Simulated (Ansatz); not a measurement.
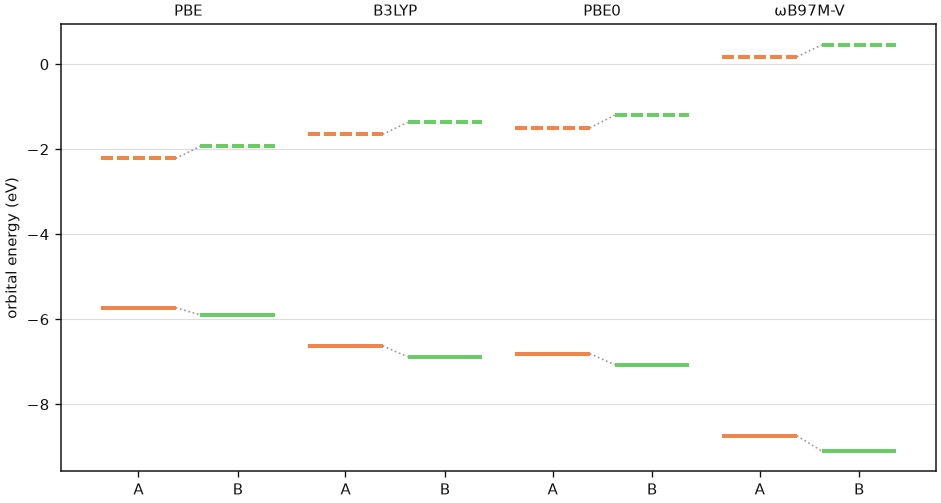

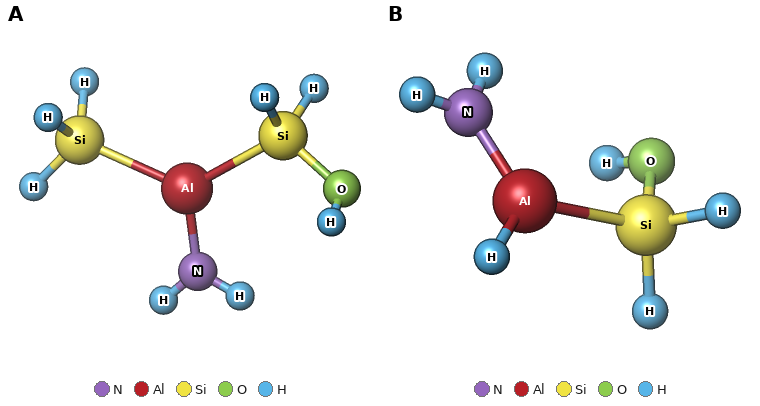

One change: A, AlSi₂NH₈O (SMILES [NH2][Al]([SiH3])[SiH2]O), becomes B, AlSiNH₆O (SMILES [NH2][AlH][SiH2]O). SiH₃ on Al is replaced by H. HOMO (solid) and LUMO (dashed) computed in def2-TZVPP at PBE0-D4/def2-TZVP geometries, both minima by their frequencies, gas phase, the Ansatz code 0.2.0. Empty levels above zero depend strongly on the basis.

Question: What does the change do to HOMO and LUMO?

Answer: PBE: the HOMO falls by 0.17 eV, the LUMO rises by 0.29 eV, and the separation goes from 3.51 to 3.97 eV. B3LYP: the HOMO falls by 0.26 eV, the LUMO rises by 0.28 eV, and the separation goes from 4.98 to 5.52 eV. PBE0: the HOMO falls by 0.26 eV, the LUMO rises by 0.30 eV, and the separation goes from 5.31 to 5.87 eV. ωB97M-V: the HOMO falls by 0.36 eV, the LUMO rises by 0.28 eV, and the separation goes from 8.91 to 9.56 eV.

Question: Do the functionals agree on the effect?

Answer: They agree on the direction for both levels; the HOMO shift lies between −0.36 and −0.17 eV and the LUMO shift between 0.28 and 0.30 eV, while the separations themselves differ by up to 5.6 eV between functionals.

Caveats: one conformer of each flexible molecule.
